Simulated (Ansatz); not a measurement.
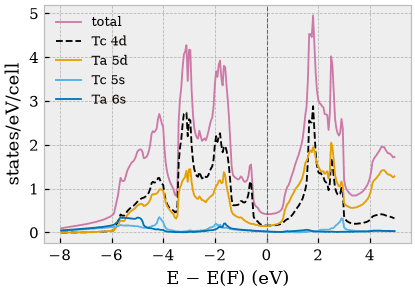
Figure: Total and projected density of states of TaTc (CsCl type, Pm-3m), r²SCAN in the plane-wave PAW code Ansatz

### Question
Which orbitals carry the states next to the Fermi level?

### Answer
Within 0.5 eV of the Fermi level: Tc 4d 40 %, Ta 5d 35 %, outside the projected shells 15 %. Projections are on Löwdin-orthogonalised atomic valence shells; empty p or d shells of many metals are not among them.

### Question
Where is the tallest occupied peak in this window, and what makes it?

### Answer
Near -3.1 eV, about 4.3 states/eV per cell; the largest projected share is Tc 4d.

The workflow started from a Materials Project entry (that database holds measured and hypothetical structures alike); the Crystallography Open Database files this formula in space group No. 221, but the cells were not matched. Its standing as an ambient phase is unchecked. The cell was relaxed with r²SCAN under the symmetry of its start; whether a distortion lowers the energy is not shown. The run is not spin-polarised. Scalar-relativistic: spin–orbit coupling is off unless named, which matters more the heavier the elements.

Potentials: the later of the program's two PAW sets.
